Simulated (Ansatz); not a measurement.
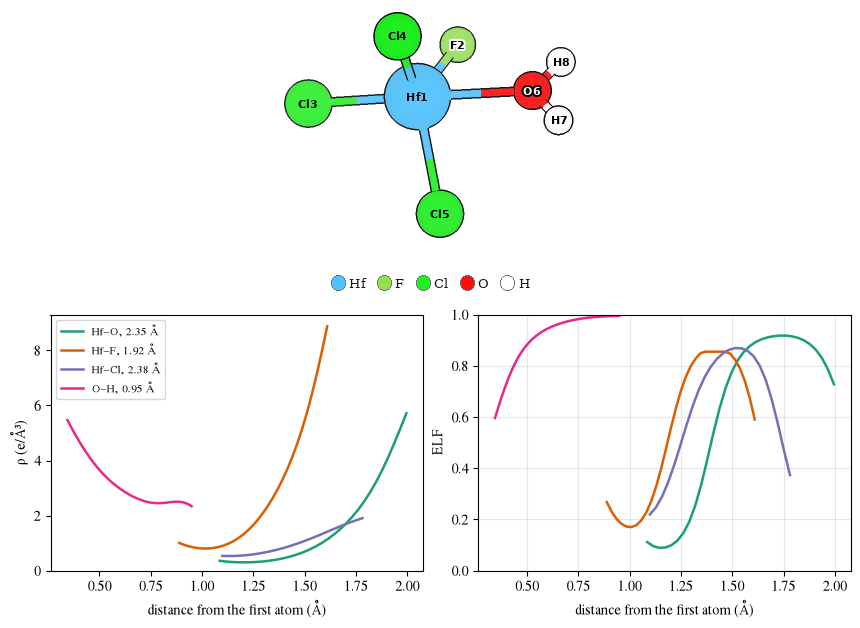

The picture shows: Cl3FH2HfO. Electron density and ELF along straight lines between neighbouring atoms. The curves leave out the atomic cores. The structure is drawn too.

Core potentials replace the inner electrons of Hf.

Method: RHF/def2-SVP (Ansatz 0.2.0).

The calculation's input:

```
crystal:
  periodic: [false, false, false]
  atoms:
    - { symbol: Hf, position_ang: [0.230013, 0.06636, -0.266092] }
    - { symbol: F, position_ang: [0.022091, -0.029664, 1.67019] }
    - { symbol: Cl, position_ang: [2.559279, 0.032599, -0.612991] }
    - { symbol: Cl, position_ang: [-0.547756, 2.088257, -1.199858] }
    - { symbol: Cl, position_ang: [-0.62699, -1.853387, -1.345578] }
    - { symbol: O, position_ang: [-2.666388, -0.034515, 1.215546] }
    - { symbol: H, position_ang: [-3.257612, -0.773102, 1.239451] }
    - { symbol: H, position_ang: [-2.078636, -0.126248, 1.98253] }
basis:
  gaussian: { orbitals: def2-SVP }
hamiltonian:
  xc: hf
relax:
  f_tol: 0.03
  max_steps: 50
output:
  orbitals: {}
```

Command:

```sh
ansatz run input.yaml --threads 2 --pin off --max-ram 3072MiB --backend cpu --events-out ev --progress --plain --runs-dir out
```

The fields are those of the run's last geometry, not of the input's.

Compare the contacts.

Answer. Hf–O (2.35 Å): the density is about 0.3 e/Å³ at the midpoint; the ELF peaks at about 0.90 in the valence shell of O, 0.6 Å from its nucleus, and drops to about 0.10 between the two atoms.
Hf–F (1.92 Å): the density is about 0.84 e/Å³ at the midpoint; the ELF peaks at about 0.85 in the valence shell of F, 0.6 Å from its nucleus, and drops to about 0.15 between the two atoms.
Hf–Cl (2.38 Å): the density is about 0.54 e/Å³ at the midpoint; the ELF peaks at about 0.85 in the valence shell of Cl, 0.9 Å from its nucleus, and is about 0.35 at the midpoint.
O–H (0.95 Å): ρ is about 3.9 e/Å³ halfway; the ELF climbs to about 1 towards the hydrogen, as it does in any bond to H; an ordinary covalent bond to hydrogen.
